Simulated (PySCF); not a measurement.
## Electronic structure of C$_{4}$H$_{8}$O$_{4}$Si (SMILES [H][Si]([H])(OC(C)=O)OC(C)=O) in real space

Input

```
{"job": {"kind": "nmr", "xc": "PBE0", "basis": "pcSseg-1"}, "charge": 0, "multiplicity": 1}
Si    -0.703884     0.007644    -0.493951
O     -0.514652    -0.015857     1.211674
C     -1.677673    -0.048360     1.867470
C     -1.529825    -0.079281     3.354662
O     -2.725501    -0.050836     1.263327
H     -2.516182    -0.124520     3.828814
H     -0.987162     0.817635     3.687840
H     -0.922917    -0.948677     3.646704
O      0.967858     0.030418    -0.881063
C      1.206713     0.050105    -2.194893
C      2.660728     0.069685    -2.541671
O      0.294027     0.051652    -2.988243
H      2.786429     0.076170    -3.629660
H      3.154748    -0.810078    -2.104080
H      3.132134     0.958318    -2.096995
H     -1.339908     1.271082    -0.916134
H     -1.313471    -1.255689    -0.953551
```

Run with:

```sh
OMP_NUM_THREADS=1 python probes_run.py task.json out
```

Geometry: PBE0-D3(BJ)/def2-SVP.

Theory: PBE0/pcSseg-1, SCF density, gas phase, non-relativistic (PySCF).

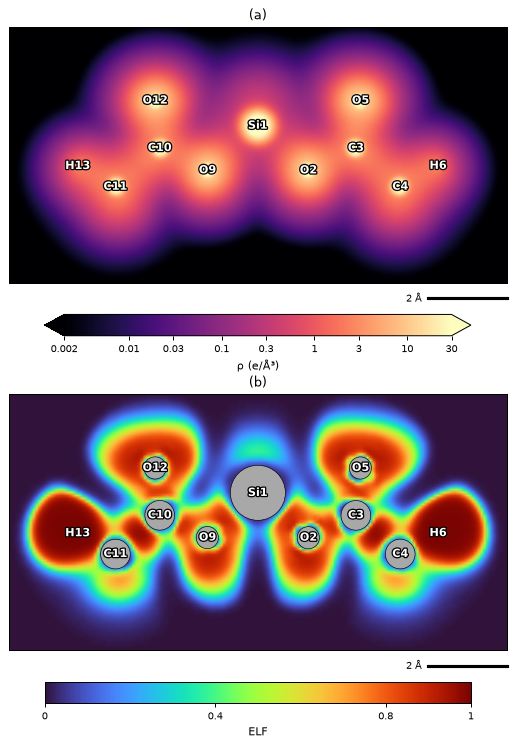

Figure 1. (a) electron density; (b) electron localisation function on the plane of atoms O9, C10 and O12. Grey discs cover the atomic cores in the ELF map.

Q: What do the fields say about this system?

A: The section cuts through Si, O, C and H sites.
C–O (1.21 Å): ρ is about 3.3 e/Å³ halfway; the ELF peaks at about 0.85 between the atoms; a multiple bond.
C–C (1.49 Å): ρ is about 1.8 e/Å³ halfway; the ELF peaks at about 0.95 between the atoms; localised, covalent bonding.
Si–O (1.72 Å): ρ at the midpoint is about 1 e/Å³; the ELF peaks at about 0.90 between the atoms: a shared but strongly polarised pair.
C–H (1.10 Å): ρ is about 2 e/Å³ halfway; the ELF climbs to about 1 towards the hydrogen, as it does in any bond to H; an ordinary covalent bond to hydrogen.
C–O (1.34 Å): ρ at the midpoint is about 2.5 e/Å³; the ELF peaks at about 0.85 between the atoms; a shared but strongly polarised pair.
The ELF also peaks beside O9, O2, O12 and O5, away from the bonds: lone-pair regions.

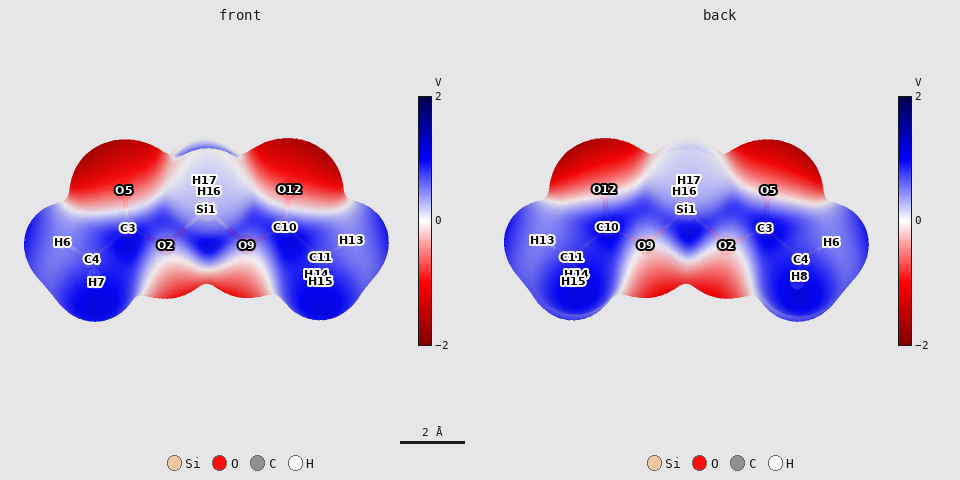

Figure 2. The electrostatic potential painted on the density surface at 0.002 e/bohr³, seen from the front and from behind; red is negative and blue positive.

Q: Where is the surface potential most negative and most positive?

A: The most negative region (about −1.6 V) lies over O5 and O12, the most positive (about +1.1 V) over the C, H and Si atoms.

Q: How polar is the molecule by this calculation?

A: Its dipole moment is 3.42 D.
